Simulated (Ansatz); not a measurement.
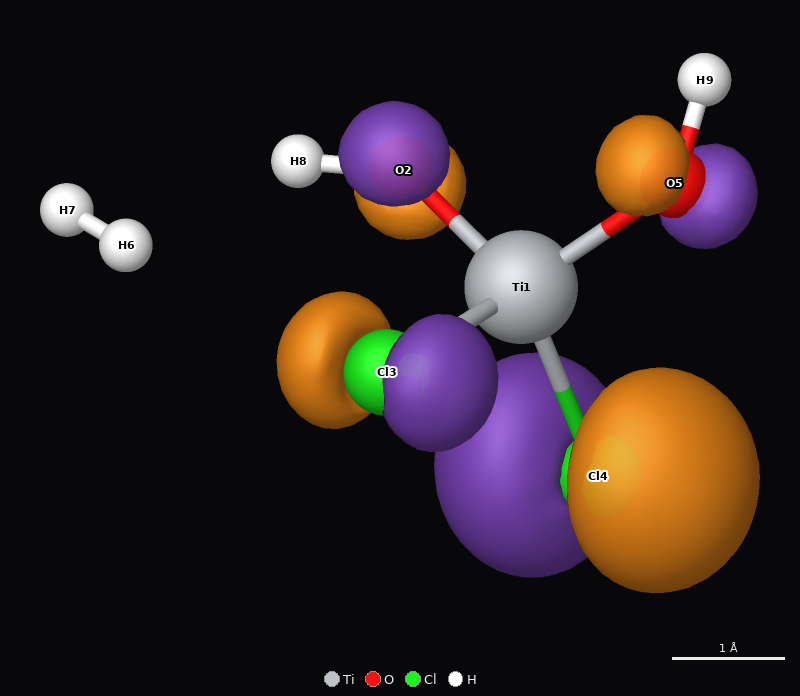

*Cl₂H₂O₂Ti···H₂. The HOMO−1 at ±0.15 Å⁻³ᐟ² (orange and purple are the two phases), seen across its widest extent.*

These are results of Ansatz, RKS B3LYP-D4/def2-SVP, not measurements.

The calculation's input:

```
crystal:
  periodic: [false, false, false]
  atoms:
    - { symbol: Ti, position_ang: [-0.650267, -0.302565, -0.295147] }
    - { symbol: O, position_ang: [0.293775, 1.195175, 0.888552] }
    - { symbol: Cl, position_ang: [0.676537, -1.745442, -1.280288] }
    - { symbol: Cl, position_ang: [-2.025667, -1.37987, 1.016917] }
    - { symbol: O, position_ang: [-1.532513, 0.546394, -1.518057] }
    - { symbol: H, position_ang: [2.247101, 0.037613, 0.797987] }
    - { symbol: H, position_ang: [2.435761, -0.599381, 0.570765] }
    - { symbol: H, position_ang: [0.316722, 0.892017, 1.811935] }
    - { symbol: H, position_ang: [-1.761549, 1.355959, -1.992564] }
basis:
  gaussian: { orbitals: def2-SVP }
hamiltonian:
  xc: b3lyp
  dispersion: d4
relax:
  f_tol: 0.03
  max_steps: 50
output:
  orbitals: {}
```

Command:

```sh
ansatz run input.yaml --threads 2 --pin off --max-ram 3072MiB --backend cpu --events-out ev --progress --plain --runs-dir out
```

The fields are those of the relaxed geometry.

> What is the character of this orbital?

By Hirshfeld shares it lies mainly on Cl4 (about 70 %), Cl3 (about 10 %), O2 (about 5 %) and O5 (about 5 %); largely a lone pair of Cl4. Its energy is −8.49 eV.
